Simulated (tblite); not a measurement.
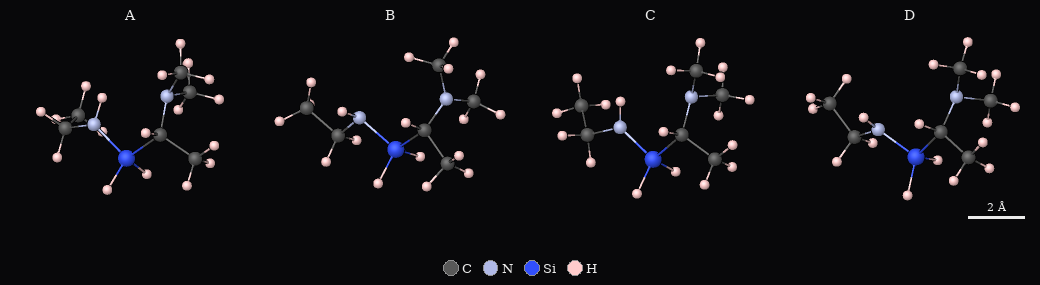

4 geometries from one relaxation of C₆H₁₈N₂Si, in shuffled order. The picture is a ball-and-stick view, seen at a tilt.

Method: tblite, GFN2-xTB geometry optimisation, gas phase. 

> Order the frames from highest to lowest energy.

B, D, C, A. They are steps 0, 91, 161, 262, at +1.203 eV, +0.137 eV, +0.074 eV relative to the last. The largest move after the best rigid fit is that of an H atom, 2.91 Å. By element the largest moves are H 2.91 Å, C 1.27 Å, N 0.70 Å, Si 0.53 Å. Among the contacts that change: N–Si 1.789 → 1.709 Å, C–N 1.402 → 1.460 Å, C–N 1.388 → 1.445 Å, H–Si 1.439 → 1.479 Å. Bond angles that change, for instance: C–N–Si 107.4° → 123.9°, C–N–C 121.4° → 111.2°, N–Si–C 111.7° → 104.2°. Groups turn about C–C by about 55°, C–Si by about 25°. Over 262 geometry steps the energy falls by 1.203 eV.
